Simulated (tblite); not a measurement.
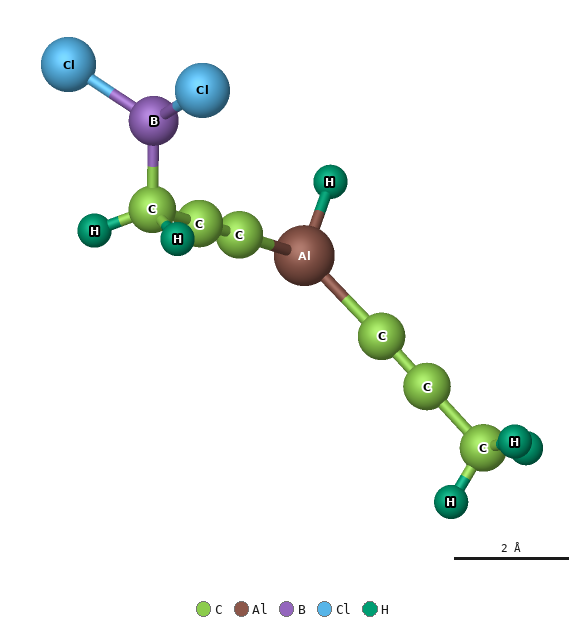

**Figure 1.** The structure as given in the input (ball-and-stick view, seen at a tilt). Sticks mark near contacts.

# Geometry relaxation of C6H6AlBCl2 (part 1 of 2)

The run: geometry relaxation of C6H6AlBCl2. Method and program: GFN2-xTB geometry optimisation, gas phase (tblite 0.8.0).

It belongs to a series of runs on one base structure; here: H on C replaced by BCl2.

## What the program printed
```
step      E/eV     max force
  0    -740.19503    2.895
  1    -740.38983    5.163
  2    -740.83341    2.086
  3    -741.00387    1.207
  4    -741.04560    1.908
  5    -741.10928    0.736
  6    -741.12514    0.394
  7    -741.14079    0.313
  8    -741.14753    0.303
  9    -741.15592    0.238
 10    -741.16178    0.210
 11    -741.16856    0.254
 12    -741.17419    0.245
 13    -741.17868    0.209
 14    -741.18154    0.136
 15    -741.18388    0.156
 16    -741.18614    0.132
 17    -741.18849    0.150
 18    -741.19120    0.145
 19    -741.19421    0.150
 20    -741.19730    0.145
 21    -741.20006    0.188
 22    -741.20201    0.156
 23    -741.20325    0.083
 24    -741.20422    0.078
 25    -741.20527    0.115
 26    -741.20673    0.180
 27    -741.20864    0.189
 28    -741.21054    0.127
 29    -741.21200    0.077
 30    -741.21309    0.082
 31    -741.21404    0.092
 32    -741.21476    0.063
 33    -741.21511    0.034
 34    -741.21524    0.033
 35    -741.21535    0.032
 36    -741.21556    0.058
 37    -741.21592    0.082
 38    -741.21643    0.089
 39    -741.21693    0.054
 40    -741.21724    0.040
 41    -741.21740    0.038
 42    -741.21754    0.034
 43    -741.21774    0.039
 44    -741.21798    0.042
 45    -741.21822    0.045
 46    -741.21843    0.062
 47    -741.21865    0.048
 48    -741.21891    0.051
 49    -741.21924    0.064
 50    -741.21958    0.053
 51    -741.21983    0.038
 52    -741.21996    0.030
 53    -741.22005    0.033
 54    -741.22015    0.044
 55    -741.22024    0.030
 56    -741.22030    0.016
 57    -741.22034    0.020
 58    -741.22038    0.020
 59    -741.22042    0.022
 60    -741.22046    0.016
 61    -741.22049    0.013
 62    -741.22052    0.013
 63    -741.22056    0.019
 64    -741.22062    0.026
 65    -741.22072    0.030
 66    -741.22085    0.025
 67    -741.22095    0.025
 68    -741.22104    0.026
 69    -741.22117    0.033
 70    -741.22141    0.047
 71    -741.22182    0.060
 72    -741.22229    0.060
 73    -741.22267    0.051
 74    -741.22294    0.044
 75    -741.22318    0.043
 76    -741.22342    0.038
 77    -741.22360    0.030
 78    -741.22371    0.026
 79    -741.22379    0.025
 80    -741.22390    0.030
 81    -741.22406    0.028
 82    -741.22420    0.025
 83    -741.22430    0.021
 84    -741.22436    0.022
 85    -741.22443    0.024
 86    -741.22453    0.020
 87    -741.22460    0.017
 88    -741.22467    0.024
 89    -741.22475    0.029
 90    -741.22488    0.029
 91    -741.22505    0.032
 92    -741.22523    0.026
 93    -741.22537    0.030
 94    -741.22546    0.025
 95    -741.22552    0.022
 96    -741.22560    0.029
 97    -741.22572    0.044
 98    -741.22590    0.065
 99    -741.22612    0.052
100    -741.22633    0.043
101    -741.22645    0.025
102    -741.22648    0.015
103    -741.22649    0.018
104    -741.22650    0.012
105    -741.22651    0.011
106    -741.22652    0.014
107    -741.22653    0.006
```

## Trajectory as extended XYZ (Å, eV, eV/Å), 14 of the 108 frames kept, from step=0 to step=107
```
16
Properties=species:S:1:pos:R:3:forces:R:3 step=0 energy=-740.19503
C     4.5734   -1.0831   -0.2989   -0.7080  -0.3640  -0.3380
C     3.4275   -0.3360    0.2500    2.3260  -1.4710  -0.8980
C     2.4995    0.2671    0.7040   -1.6540   1.7250   0.6890
Al    0.9382    1.2548    1.3871   -0.0620  -1.7730   0.9270
C    -0.8022    0.8998    0.5670    0.2050   0.6230  -0.0560
C    -1.8676    0.6722    0.0326   -0.1030  -0.1260  -0.2940
C    -3.1533    0.3726   -0.6006    0.2330  -0.5010   0.3110
B    -4.2308    0.0354    0.5215   -2.5620  -0.2690  -0.8350
Cl   -5.4852    1.3292    0.9150    1.3270  -1.2580   0.0480
Cl   -4.8675   -1.7164    0.6218    0.8100   1.7600   0.2890
H     4.3242   -2.1661   -0.4031    0.0350   0.6800   0.2370
H     4.7299   -0.7187   -1.3366    0.2880  -0.0610   0.7090
H     5.4679   -1.0094    0.3418   -0.4200   0.2210  -0.4290
H     0.9226    1.4977    2.9892    0.0880   0.4680  -0.7830
H    -3.4241    1.2615   -1.2046    0.0270  -0.5790   0.2030
H    -3.0602   -0.5517   -1.2301    0.1690   0.9250   0.2210
16
Properties=species:S:1:pos:R:3:forces:R:3 step=8 energy=-741.14753
C     4.5492   -1.0939   -0.3141    0.0260   0.0930   0.0710
C     3.4442   -0.3501    0.2539    0.0500  -0.0060  -0.0660
C     2.5341    0.3269    0.6946    0.0050  -0.0990   0.0720
Al    0.9028    1.0144    1.4683    0.0020   0.0800  -0.0050
C    -0.8110    0.9685    0.5541   -0.1230  -0.1140   0.0710
C    -1.8786    0.6572    0.0600   -0.0820   0.0180   0.0650
C    -3.1488    0.3563   -0.5860   -0.2940   0.0320   0.0660
B    -4.3928    0.0259    0.3706    0.0450  -0.0350   0.0430
Cl   -5.4123    1.2705    0.9737    0.0960  -0.0630   0.0260
Cl   -4.8117   -1.6162    0.6892    0.0300   0.1010   0.0640
H     4.2967   -2.1519   -0.3806   -0.0080   0.0050  -0.0100
H     4.7714   -0.7129   -1.3103    0.0120  -0.0320  -0.0450
H     5.4374   -0.9796    0.3096   -0.0230  -0.0170  -0.0040
H     0.9347    1.5720    2.9118   -0.0090  -0.0050  -0.0550
H    -3.4210    1.2217   -1.1943    0.1010   0.0690  -0.1410
H    -3.0018   -0.4998   -1.2445    0.1710  -0.0290  -0.1530
16
Properties=species:S:1:pos:R:3:forces:R:3 step=16 energy=-741.18614
C     4.5570   -1.0834   -0.3198    0.0040   0.0310   0.0380
C     3.4508   -0.3367    0.2426    0.0000  -0.0480  -0.0130
C     2.5245    0.2861    0.7283   -0.0270  -0.0240  -0.0570
Al    0.8773    0.9980    1.4587    0.0730  -0.0400   0.1020
C    -0.8701    0.9117    0.6140   -0.0240  -0.0140   0.0640
C    -1.9407    0.6601    0.0961    0.0410  -0.0200  -0.0450
C    -3.1710    0.3654   -0.6251   -0.1280  -0.0040  -0.0020
B    -4.3978    0.0238    0.3440    0.0430  -0.0020   0.0540
Cl   -5.3671    1.2688    1.0190    0.0410   0.0340  -0.0150
Cl   -4.7859   -1.6036    0.7488    0.0680   0.0210  -0.0310
H     4.2943   -2.1401   -0.3786   -0.0020  -0.0010  -0.0030
H     4.7921   -0.7238   -1.3217   -0.0150   0.0250   0.0080
H     5.4402   -0.9766    0.3108    0.0040   0.0110  -0.0060
H     0.9307    1.5959    2.8785   -0.0060   0.0520  -0.0080
H    -3.3955    1.2329   -1.2491   -0.0440   0.0770  -0.0250
H    -2.9465   -0.4697   -1.2903   -0.0280  -0.0990  -0.0600
16
Properties=species:S:1:pos:R:3:forces:R:3 step=25 energy=-741.20527
C     4.5633   -1.0743   -0.3174   -0.0520   0.0270   0.0240
C     3.4381   -0.3526    0.2433   -0.0430  -0.0120   0.0180
C     2.4798    0.2353    0.7123   -0.0450  -0.0190   0.0210
Al    0.8470    0.9596    1.4878    0.1090   0.0150   0.0350
C    -0.9301    0.8363    0.7006    0.0430  -0.0130  -0.0310
C    -1.9535    0.6382    0.0742    0.0220  -0.0300  -0.0040
C    -3.1793    0.3737   -0.6690   -0.0600  -0.0130  -0.0090
B    -4.3650    0.0396    0.3469    0.0000  -0.0240  -0.0150
Cl   -5.2988    1.2952    1.0454   -0.0070   0.0160   0.0270
Cl   -4.7098   -1.5892    0.7750    0.0080   0.0080   0.0230
H     4.3106   -2.1336   -0.3827    0.0340   0.0020  -0.0110
H     4.7935   -0.7054   -1.3177   -0.0150   0.0170   0.0250
H     5.4462   -0.9609    0.3134   -0.0420   0.0230  -0.0030
H     0.9362    1.6620    2.8653    0.0150  -0.0270  -0.0720
H    -3.4097    1.2490   -1.2809    0.0340   0.0450   0.0020
H    -2.9761   -0.4640   -1.3405   -0.0020  -0.0150  -0.0310
16
Properties=species:S:1:pos:R:3:forces:R:3 step=33 energy=-741.21511
C     4.5471   -1.0636   -0.3097    0.0110   0.0010  -0.0010
C     3.3985   -0.3891    0.2516   -0.0060   0.0000   0.0050
C     2.4336    0.1841    0.7205    0.0000  -0.0130   0.0240
Al    0.8333    0.9405    1.4964   -0.0180   0.0030   0.0110
C    -0.9348    0.7723    0.7011    0.0000   0.0080  -0.0140
C    -1.9486    0.5902    0.0543    0.0250   0.0130   0.0190
C    -3.1807    0.3763   -0.6963   -0.0170   0.0000   0.0160
B    -4.3448    0.0503    0.3463   -0.0070  -0.0010   0.0130
Cl   -5.2546    1.3092    1.0767    0.0130  -0.0040  -0.0150
Cl   -4.6580   -1.5735    0.8136   -0.0020   0.0000   0.0060
H     4.3423   -2.1306   -0.3938    0.0150  -0.0220  -0.0110
H     4.7673   -0.6657   -1.2999    0.0160   0.0020  -0.0190
H     5.4158   -0.9195    0.3324    0.0170   0.0010   0.0000
H     0.9635    1.7009    2.8332   -0.0280   0.0070  -0.0120
H    -3.3804    1.2774   -1.2810   -0.0140   0.0110   0.0010
H    -3.0070   -0.4500   -1.3895   -0.0060  -0.0060  -0.0230
16
Properties=species:S:1:pos:R:3:forces:R:3 step=41 energy=-741.21740
C     4.5524   -1.0626   -0.3131    0.0080   0.0040   0.0050
C     3.3936   -0.4093    0.2554    0.0130   0.0050   0.0200
C     2.4325    0.1475    0.7525    0.0020  -0.0120   0.0050
Al    0.8290    0.9320    1.4998   -0.0060  -0.0020  -0.0180
C    -0.9292    0.7715    0.6820   -0.0080  -0.0130  -0.0070
C    -1.9489    0.5843    0.0463    0.0380  -0.0020  -0.0020
C    -3.1856    0.3767   -0.6988   -0.0110   0.0070   0.0090
B    -4.3399    0.0461    0.3519   -0.0120   0.0180   0.0070
Cl   -5.2401    1.3164    1.0738   -0.0170  -0.0110   0.0150
Cl   -4.6514   -1.5733    0.8344    0.0050   0.0120  -0.0010
H     4.3692   -2.1332   -0.4066   -0.0020  -0.0050   0.0020
H     4.7720   -0.6557   -1.3002   -0.0140   0.0140  -0.0060
H     5.4175   -0.9070    0.3319    0.0140  -0.0080   0.0000
H     0.9313    1.7248    2.8201   -0.0020  -0.0050  -0.0090
H    -3.3883    1.2888   -1.2654   -0.0230   0.0030  -0.0170
H    -3.0218   -0.4379   -1.4080    0.0140  -0.0060  -0.0030
16
Properties=species:S:1:pos:R:3:forces:R:3 step=49 energy=-741.21924
C     4.5644   -1.0602   -0.3108   -0.0160   0.0130   0.0140
C     3.4036   -0.4271    0.2779    0.0100   0.0020   0.0120
C     2.4351    0.1079    0.7847    0.0120   0.0000   0.0060
Al    0.8263    0.9161    1.4957   -0.0090  -0.0220  -0.0590
C    -0.9225    0.7576    0.6580   -0.0060  -0.0100  -0.0140
C    -1.9475    0.5852    0.0269    0.0150   0.0090   0.0270
C    -3.1941    0.3839   -0.7032   -0.0190   0.0150   0.0150
B    -4.3389    0.0535    0.3594   -0.0100   0.0100   0.0110
Cl   -5.2463    1.3164    1.0886    0.0130  -0.0040  -0.0140
Cl   -4.6391   -1.5633    0.8522    0.0090  -0.0230  -0.0010
H     4.3895   -2.1318   -0.4157    0.0170   0.0190  -0.0010
H     4.7617   -0.6350   -1.2959    0.0050  -0.0130   0.0220
H     5.4366   -0.9029    0.3257   -0.0140  -0.0110  -0.0270
H     0.9050    1.7402    2.7938    0.0140   0.0120   0.0330
H    -3.4082    1.2962   -1.2645    0.0050   0.0170  -0.0240
H    -3.0331   -0.4278   -1.4168   -0.0260  -0.0130   0.0000
16
Properties=species:S:1:pos:R:3:forces:R:3 step=58 energy=-741.22038
C     4.5724   -1.0583   -0.3065    0.0000   0.0030   0.0070
C     3.4137   -0.4377    0.2978   -0.0050   0.0050  -0.0040
C     2.4419    0.0879    0.8079    0.0040   0.0010   0.0000
Al    0.8241    0.9048    1.4869    0.0040  -0.0030  -0.0180
C    -0.9174    0.7467    0.6331   -0.0080  -0.0030   0.0010
C    -1.9531    0.5857    0.0165    0.0140   0.0060   0.0070
C    -3.2064    0.3927   -0.7047   -0.0040  -0.0050   0.0020
B    -4.3425    0.0593    0.3659   -0.0020   0.0070   0.0030
Cl   -5.2513    1.3182    1.0965   -0.0030  -0.0070   0.0020
Cl   -4.6241   -1.5623    0.8602    0.0010   0.0080   0.0030
H     4.4055   -2.1296   -0.4209    0.0020   0.0010   0.0010
H     4.7557   -0.6224   -1.2891    0.0090  -0.0060   0.0020
H     5.4515   -0.9023    0.3192    0.0020   0.0010   0.0010
H     0.8973    1.7449    2.7785   -0.0020  -0.0050   0.0040
H    -3.4183    1.3044   -1.2689   -0.0030   0.0030   0.0050
H    -3.0568   -0.4229   -1.4163   -0.0080  -0.0060  -0.0170
```
